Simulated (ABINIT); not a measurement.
## AlSbSe3 (Pm-3m): zone-centre phonons

Aim: the zone-centre modes of AlSbSe3 (Pm-3m).

Calculated with ABINIT 10.8.3; DFT LDA, scalar-relativistic, plane waves, HGH norm-conserving pseudopotentials.

The structure was built from a prototype and need not be the compound's stable phase.

**1. Starting point**

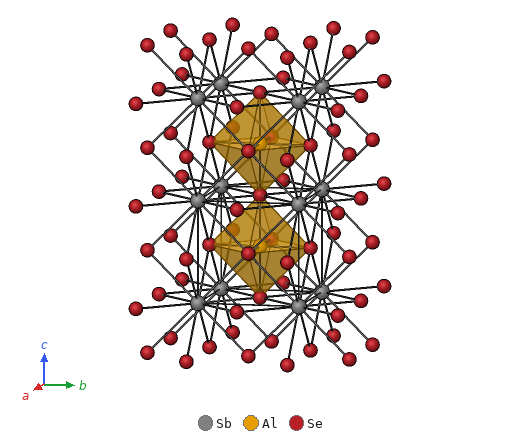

Start, viewed slightly off an axis; antimony grey, aluminium orange, selenium red. 1×1×2 cells are drawn. Some periodic images of atoms are drawn too.

**2. A probe with smearing**

A first run with smearing and empty bands tells whether the crystal has a gap, which decides between fixed occupations and smearing later on.

Input file probe.abi:

```
# ground state
tolvrs 1.0d-08
prtden 1
prtwf 1

# basis, mesh and filling
ecut 20.0
ixc 7
ngkpt 4 4 4
nshiftk 1
shiftk 0.0 0.0 0.0
istwfk *1
occopt 7
tsmear 0.005
nband 20
nstep 100
diemac 9.0
prtebands 0
prtgsr 0

# cell and atoms
acell 3*1.0 Angstrom
rprim 
    4.8888 0.0 0.0
    0.0 4.8888 0.0
    0.0 0.0 4.8888
ntypat 3
znucl 51 13 34
natom 5
typat 1 2 3 3 3
xred 
    0.0 0.0 0.0
    0.5 0.5 0.5
    0.5 0.5 0.0
    0.5 0.0 0.5
    0.0 0.5 0.5
pp_dirpath "./pseudo"
pseudos "Sb.hgh, Al.hgh, Se.hgh"
```

Command:

```bash
> OMP_NUM_THREADS=1 mpirun -n 4 abinit probe.abi > probe.log
```

Numbers of over 12 decimals in the logs are rounded to 6 here.

probe.abo, the main output file:

```text
[banners, grids, parts of the stress and lines that vanish by symmetry left out]
- input  file    -> probe.abi
- output file    -> probe.abo
- root for input  files -> probei
[...]
Symmetries : space group Pm -3 m (#221); Bravais cP (primitive cubic)
[...]
mpw =        3407          nfft =       64000          nkpt =          10
[...]
== DATASET  1 ==================================================================
[...]
cutoff_energies: {ecut:  20.0, pawecutdg:  -1.0, }
[...]
Exchange-correlation functional for the present dataset will be:
  LDA: Perdew-Wang 92 LSD fit to Ceperley-Alder data - ixc=7
[...]
ETOT  1  -35.992826457160    -3.599E+01 1.667E-02 8.419E+02
 ETOT  2  -36.007365991311    -1.454E-02 2.957E-03 7.521E+02
 ETOT  3  -36.201605540810    -1.942E-01 1.200E-03 2.823E+01
 ETOT  4  -36.207880821514    -6.275E-03 3.327E-04 7.875E-01
 ETOT  5  -36.208075689688    -1.949E-04 2.936E-04 5.884E-03
 ETOT  6  -36.208077181072    -1.491E-06 4.441E-04 1.436E-05
 ETOT  7  -36.208077184139    -3.066E-09 2.163E-04 5.760E-07
 ETOT  8  -36.208077184245    -1.058E-10 1.732E-04 9.916E-08
 ETOT  9  -36.208077184268    -2.329E-11 1.804E-04 6.376E-10
 At SCF step    9       vres2   =  6.38E-10 < tolvrs=  1.00E-08 =>converged.
[...]
sigma(1 1)=  1.76545101E-04  sigma(3 2)=  0.00000000E+00
  sigma(2 2)=  1.76545101E-04  sigma(3 1)=  0.00000000E+00
  sigma(3 3)=  1.76545101E-04  sigma(2 1)=  0.00000000E+00
[...]
convergence: {deltae: -2.329E-11, res2:  6.376E-10, residm:  1.804E-04, diffor: null, }
etotal    :  -3.62080772E+01
[...]
sigma(1 1)=  1.76545101E-04  sigma(3 2)=  0.00000000E+00
  sigma(2 2)=  1.76545101E-04  sigma(3 1)=  0.00000000E+00
  sigma(3 3)=  1.76545101E-04  sigma(2 1)=  0.00000000E+00
[...]
- sigma(1 1)=  5.19413621E+00  sigma(3 2)=  0.00000000E+00
- sigma(2 2)=  5.19413621E+00  sigma(3 1)=  0.00000000E+00
- sigma(3 3)=  5.19413621E+00  sigma(2 1)=  0.00000000E+00
[...]
fcart     -0.0000000000E+00 -0.0000000000E+00 -0.0000000000E+00
           strten      1.7654510145E-04  1.7654510145E-04  1.7654510145E-04
================================================================================

[key lines of the parts left out:]
pressure_GPa:  -5.1941E+00
```

It took 8 s on 4 MPI ranks of Arm Neoverse V1, shared host.

Read from the output:

```
volume per atom   : 23.37 Å³
pressure          : -5.194 GPa
gap on the k-mesh : 0 eV
```

No gap opens on this mesh, so smearing is kept; the printed pressure holds the stress of the finite basis too.

**3. Rough relaxation**

The typed start is rough, so a first relaxation with smearing and loose thresholds takes it towards rest cheaply.

Input file prerelax.abi:

```
# relaxation
ionmov 2
optcell 2
dilatmx 1.15
chkdilatmx 0
ntime 40
tolmxf 3.0d-04
tolvrs 1.0d-10
prtwf 0
prtden 0
chksymtnons 0

# basis, mesh and filling
ecut 21.0
ecutsm 3.0
ixc 7
ngkpt 4 4 4
nshiftk 1
shiftk 0.0 0.0 0.0
istwfk *1
occopt 7
tsmear 0.005
nband 20
nstep 100
diemac 1000000.0
prtebands 0
prtgsr 0

# cell and atoms
acell 3*1.0 Angstrom
rprim 
    4.8888 0.0 0.0
    0.0 4.8888 0.0
    0.0 0.0 4.8888
ntypat 3
znucl 51 13 34
natom 5
typat 1 2 3 3 3
xred 
    0.0 0.0 0.0
    0.5 0.5 0.5
    0.5 0.5 0.0
    0.5 0.0 0.5
    0.0 0.5 0.5
pp_dirpath "./pseudo"
pseudos "Sb.hgh, Al.hgh, Se.hgh"
```

Command:

```bash
> OMP_NUM_THREADS=1 mpirun -n 4 abinit prerelax.abi > prerelax.log
```

prerelax.abo, the main output file:

```text
[banners, grids, parts of the stress and lines that vanish by symmetry left out]
- input  file    -> prerelax.abi
- output file    -> prerelax.abo
- root for input  files -> prerelaxi
[...]
Symmetries : space group Pm -3 m (#221); Bravais cP (primitive cubic)
[...]
mpw =        5552          nfft =       91125          nkpt =          10
[...]
== DATASET  1 ==================================================================
[...]
cutoff_energies: {ecut:  21.0, pawecutdg:  -1.0, }
[...]
Exchange-correlation functional for the present dataset will be:
  LDA: Perdew-Wang 92 LSD fit to Ceperley-Alder data - ixc=7
[...]
ETOT  1  -35.996802132320    -3.600E+01 5.016E-02 1.187E+03
 ETOT  2  -36.101815840222    -1.050E-01 1.247E-03 5.086E+02
 ETOT  3  -36.200628535408    -9.881E-02 1.732E-03 4.055E+01
 ETOT  4  -36.206946583573    -6.318E-03 5.544E-04 9.343E-01
[...]
ETOT  7  -36.210620755492    -9.308E-13 4.433E-07 3.913E-11
 At SCF step    7       vres2   =  3.91E-11 < tolvrs=  1.00E-10 =>converged.
[...]
sigma(1 1)=  4.90122111E-07  sigma(3 2)=  0.00000000E+00
  sigma(2 2)=  4.90122111E-07  sigma(3 1)=  0.00000000E+00
  sigma(3 3)=  4.90122111E-07  sigma(2 1)=  0.00000000E+00
[...]
convergence: {deltae: -9.308E-13, res2:  3.913E-11, residm:  4.433E-07, diffor: null, }
etotal    :  -3.62106208E+01
[...]
At Broyd/MD step   4, gradients are converged :
[...]
sigma(1 1)=  4.90122111E-07  sigma(3 2)=  0.00000000E+00
  sigma(2 2)=  4.90122111E-07  sigma(3 1)=  0.00000000E+00
  sigma(3 3)=  4.90122111E-07  sigma(2 1)=  0.00000000E+00
[...]
- sigma(1 1)=  1.44198903E-02  sigma(3 2)=  0.00000000E+00
- sigma(2 2)=  1.44198903E-02  sigma(3 1)=  0.00000000E+00
- sigma(3 3)=  1.44198903E-02  sigma(2 1)=  0.00000000E+00
[...]
fcart     -0.0000000000E+00 -0.0000000000E+00 -0.0000000000E+00
           strten      4.9012211090E-07  4.9012211089E-07  4.9012211089E-07
================================================================================

[key lines of the parts left out:]
pressure_GPa:  -1.4420E-02
Total energy (etotal) [Ha]= -3.62106207554920E+01
```

Wall time 46 s (4 MPI ranks); 3 min of CPU time.

Relaxation path:

```tsv
step	energy less that of the first step (eV)	largest force (eV/Å)	volume (Å³)
1	0.0000	0.0000	116.84
2	-0.0333	0.0000	115.40
3	-0.0952	0.0000	109.19
4	-0.0957	0.0000	109.69
```

```tsv
conventional cell, symmetrised	before	after	change
a (Å)	4.889	4.787	-2.1 %
b (Å)	4.889	4.787	-2.1 %
c (Å)	4.889	4.787	-2.1 %
volume (Å³/atom)	23.37	21.94	-6.1 %
```

The relaxed structure:

```xyz
5
Lattice="4.7869 0.0000 0.0000 0.0000 4.7869 0.0000 0.0000 0.0000 4.7869" Properties=species:S:1:pos:R:3 pbc="T T T"
Sb    0.0000    0.0000    0.0000
Al    2.3934    2.3934    2.3934
Se    2.3934    2.3934    0.0000
Se    2.3934    0.0000    2.3934
Se    0.0000    2.3934    2.3934
```

This step gave:

| Item | Value |
| --- | --- |
| volume per atom | 21.94 Å³ |
| pressure | -0.01442 GPa |

The volume changes by -6.1 % in this run and stands -6.1 % from the first cell.

**4. Relaxing the cell and atoms**

The harmonic expansion needs vanishing forces, and a free crystal bears no stress, so cell and atoms are brought to rest. Stress is more sensitive to the basis than forces are: the last 3 Ha under the cutoff are smoothed with ecutsm, and the cutoff is raised above that of the later runs.

Input file relax.abi:

```
# relaxation
ionmov 2
optcell 2
dilatmx 1.08
ntime 40
tolmxf 1.0d-05
tolvrs 1.0d-14
prtwf 0
prtden 0
chksymtnons 0

# basis, mesh and filling
ecut 26.0
ecutsm 3.0
ixc 7
ngkpt 6 6 6
nshiftk 1
shiftk 0.0 0.0 0.0
istwfk *1
occopt 3
tsmear 0.01
nband 20
nstep 100
diemac 1000000.0
prtebands 0
prtgsr 0

# cell and atoms
acell 3*1.0 Angstrom
rprim 
    4.786855765 0.0 0.0
    0.0 4.786855765 0.0
    0.0 0.0 4.786855765
ntypat 3
znucl 51 13 34
natom 5
typat 1 2 3 3 3
xred 
    0.0 0.0 0.0
    0.5 0.5 0.5
    0.5 0.5 0.0
    0.5 0.0 0.5
    0.0 0.5 0.5
pp_dirpath "./pseudo"
pseudos "Sb.hgh, Al.hgh, Se.hgh"
```

Command:

```bash
> OMP_NUM_THREADS=1 mpirun -n 4 abinit relax.abi > relax.log
```

relax.abo, the main output file:

```text
[banners, grids, parts of the stress and lines that vanish by symmetry left out]
- input  file    -> relax.abi
- output file    -> relax.abo
- root for input  files -> relaxi
[...]
Symmetries : space group Pm -3 m (#221); Bravais cP (primitive cubic)
[...]
mpw =        5932          nfft =      110592          nkpt =          20
[...]
== DATASET  1 ==================================================================
[...]
cutoff_energies: {ecut:  26.0, pawecutdg:  -1.0, }
[...]
Exchange-correlation functional for the present dataset will be:
  LDA: Perdew-Wang 92 LSD fit to Ceperley-Alder data - ixc=7
[...]
ETOT  1  -36.041830843007    -3.604E+01 3.454E-02 1.329E+03
 ETOT  2  -36.165082183206    -1.233E-01 3.768E-03 3.925E+02
 ETOT  3  -36.224601974990    -5.952E-02 2.786E-03 1.743E+01
 ETOT  4  -36.227018100540    -2.416E-03 1.236E-03 1.521E-01
 ETOT  5  -36.227040467427    -2.237E-05 3.364E-04 2.140E-03
[...]
At SCF step   11       vres2   =  1.00E-15 < tolvrs=  1.00E-14 =>converged.
[...]
sigma(1 1)= -1.47434173E-05  sigma(3 2)=  0.00000000E+00
  sigma(2 2)= -1.47434173E-05  sigma(3 1)=  0.00000000E+00
  sigma(3 3)= -1.47434173E-05  sigma(2 1)=  0.00000000E+00
[...]
convergence: {deltae: -2.487E-13, res2:  9.996E-16, residm:  9.363E-05, diffor: null, }
etotal    :  -3.62270407E+01
[...]
ETOT  1  -36.227034222720    -3.623E+01 7.339E-05 1.538E-01
[...]
At SCF step    9       vres2   =  3.87E-16 < tolvrs=  1.00E-14 =>converged.
[...]
sigma(1 1)= -1.15409280E-05  sigma(3 2)=  0.00000000E+00
  sigma(2 2)= -1.15409280E-05  sigma(3 1)=  0.00000000E+00
  sigma(3 3)= -1.15409280E-05  sigma(2 1)=  0.00000000E+00
[...]
convergence: {deltae:  3.126E-13, res2:  3.870E-16, residm:  2.177E-06, diffor: null, }
etotal    :  -3.62270536E+01
[...]
ETOT  1  -36.226814724581    -3.623E+01 1.314E-05 2.048E+00
[...]
ETOT  8  -36.227074331341     1.080E-12 2.939E-05 1.828E-13
 ETOT  9  -36.227074331342    -1.315E-12 1.732E-06 5.238E-15
 At SCF step    9       vres2   =  5.24E-15 < tolvrs=  1.00E-14 =>converged.
[...]
sigma(1 1)= -9.93261952E-08  sigma(3 2)=  0.00000000E+00
  sigma(2 2)= -9.93261952E-08  sigma(3 1)=  0.00000000E+00
  sigma(3 3)= -9.93261952E-08  sigma(2 1)=  0.00000000E+00
[...]
convergence: {deltae: -1.315E-12, res2:  5.238E-15, residm:  1.732E-06, diffor: null, }
etotal    :  -3.62270743E+01
[...]
At Broyd/MD step   3, gradients are converged :
[...]
sigma(1 1)= -9.93261952E-08  sigma(3 2)=  0.00000000E+00
  sigma(2 2)= -9.93261952E-08  sigma(3 1)=  0.00000000E+00
  sigma(3 3)= -9.93261952E-08  sigma(2 1)=  0.00000000E+00
[...]
- sigma(1 1)= -2.92227756E-03  sigma(3 2)=  0.00000000E+00
- sigma(2 2)= -2.92227756E-03  sigma(3 1)=  0.00000000E+00
- sigma(3 3)= -2.92227756E-03  sigma(2 1)=  0.00000000E+00
[...]
fcart     -0.0000000000E+00 -0.0000000000E+00 -0.0000000000E+00
           strten     -9.9326195249E-08 -9.9326195249E-08 -9.9326195250E-08
================================================================================

[key lines of the parts left out:]
pressure_GPa:   2.9223E-03
Total energy (etotal) [Ha]= -3.62270743313423E+01
```

Elapsed: 63 s, on 4 MPI ranks.

Relaxation path:

```tsv
step	energy less that of the first step (eV)	largest force (eV/Å)	volume (Å³)
1	0.0000	0.0000	109.69
2	-0.0004	0.0000	109.83
3	-0.0009	0.0000	110.36
```

```tsv
conventional cell, symmetrised	before	after	change
a (Å)	4.787	4.797	+0.2 %
b (Å)	4.787	4.797	+0.2 %
c (Å)	4.787	4.797	+0.2 %
volume (Å³/atom)	21.94	22.07	+0.6 %
```

The relaxed structure:

```cif
data_structure
_symmetry_space_group_name_H-M 'P 1'
_symmetry_Int_Tables_number 1
_cell_length_a 4.7966
_cell_length_b 4.7966
_cell_length_c 4.7966
_cell_angle_alpha 90.000
_cell_angle_beta 90.000
_cell_angle_gamma 90.000
_cell_volume 110.36
loop_
_atom_site_label
_atom_site_type_symbol
_atom_site_fract_x
_atom_site_fract_y
_atom_site_fract_z
_atom_site_occupancy
Sb1 Sb 0.00000 0.00000 0.00000 1
Al2 Al 0.50000 0.50000 0.50000 1
Se3 Se 0.50000 0.50000 0.00000 1
Se4 Se 0.50000 0.00000 0.50000 1
Se5 Se 0.00000 0.50000 0.50000 1
```

Numbers from this step:

```
volume per atom : 22.07 Å³
pressure        : 0.002922 GPa
```

The volume changes by +0.6 % in this run and stands -5.5 % from the first cell.

**5. Self-consistent run for the response**

First-order wavefunctions inherit every error of the ground state, hence the very tight tolvrs. Smearing stays on, as the first look found no gap above 0.3 eV.

Input file gs.abi:

```
# ground state
tolvrs 1.0d-16
prtden 1
prtwf 1

# basis, mesh and filling
ecut 20.0
ixc 7
ngkpt 6 6 6
nshiftk 1
shiftk 0.0 0.0 0.0
istwfk *1
occopt 3
tsmear 0.01
nband 20
nstep 100
diemac 1000000.0
prtebands 0
prtgsr 0

# cell and atoms
acell 3*1.0 Angstrom
rprim 
    4.79664983 0.0 0.0
    0.0 4.79664983 0.0
    0.0 0.0 4.79664983
ntypat 3
znucl 51 13 34
natom 5
typat 1 2 3 3 3
xred 
    0.0 0.0 0.0
    0.5 0.5 0.5
    0.5 0.5 0.0
    0.5 0.0 0.5
    0.0 0.5 0.5
pp_dirpath "./pseudo"
pseudos "Sb.hgh, Al.hgh, Se.hgh"
```

Command:

```bash
> OMP_NUM_THREADS=1 mpirun -n 4 abinit gs.abi > gs.log
```

gs.abo, the main output file:

```text
[banners, grids, parts of the stress and lines that vanish by symmetry left out]
- input  file    -> gs.abi
- output file    -> gs.abo
- root for input  files -> gsi
[...]
Symmetries : space group Pm -3 m (#221); Bravais cP (primitive cubic)
[...]
mpw =        3203          nfft =       64000          nkpt =          20
[...]
== DATASET  1 ==================================================================
[...]
cutoff_energies: {ecut:  20.0, pawecutdg:  -1.0, }
[...]
Exchange-correlation functional for the present dataset will be:
  LDA: Perdew-Wang 92 LSD fit to Ceperley-Alder data - ixc=7
[...]
ETOT  1  -36.037041563049    -3.604E+01 2.412E-02 7.656E+02
 ETOT  2  -36.156652244886    -1.196E-01 1.071E-02 2.342E+02
 ETOT  3  -36.218270514895    -6.162E-02 1.286E-03 1.018E+01
 ETOT  4  -36.220714394254    -2.444E-03 7.247E-04 7.954E-02
 ETOT  5  -36.220734623484    -2.023E-05 4.487E-04 1.513E-03
[...]
ETOT 11  -36.220734955658    -1.208E-13 3.794E-05 8.297E-16
 ETOT 12  -36.220734955658     4.690E-13 1.376E-05 6.978E-18
 At SCF step   12       vres2   =  6.98E-18 < tolvrs=  1.00E-16 =>converged.
[...]
sigma(1 1)=  3.85279333E-05  sigma(3 2)=  0.00000000E+00
  sigma(2 2)=  3.85279333E-05  sigma(3 1)=  0.00000000E+00
  sigma(3 3)=  3.85279333E-05  sigma(2 1)=  0.00000000E+00
[...]
convergence: {deltae:  4.690E-13, res2:  6.978E-18, residm:  1.376E-05, diffor: null, }
etotal    :  -3.62207350E+01
[...]
sigma(1 1)=  3.85279333E-05  sigma(3 2)=  0.00000000E+00
  sigma(2 2)=  3.85279333E-05  sigma(3 1)=  0.00000000E+00
  sigma(3 3)=  3.85279333E-05  sigma(2 1)=  0.00000000E+00
[...]
- sigma(1 1)=  1.13353093E+00  sigma(3 2)=  0.00000000E+00
- sigma(2 2)=  1.13353093E+00  sigma(3 1)=  0.00000000E+00
- sigma(3 3)=  1.13353093E+00  sigma(2 1)=  0.00000000E+00
[...]
fcart     -0.0000000000E+00 -0.0000000000E+00 -0.0000000000E+00
           strten      3.8527933259E-05  3.8527933259E-05  3.8527933259E-05
================================================================================

[key lines of the parts left out:]
pressure_GPa:  -1.1335E+00
```

Wall time 15 s (4 MPI ranks); 61 s of CPU time.

This step gave:

| Item | Value |
| --- | --- |
| pressure | -1.134 GPa |

The cell stands at -1.1 GPa: the relaxation ran with a smoothed and higher cutoff, and the difference is a stress of the finite basis.

(Continued in part 2 of 3.)

[Host names and launcher messages were left out of these logs when they were recorded.]

[Logs are printed without paths, hosts, clocks, repeated set-up lines and the standing remarks that a program may print on its own settings, such as how far it seeks lower states.]

[Hosts, paths, dates, database ids (printed as entryN), source tags and the programs' standing remarks are cut or masked in the printed files.]
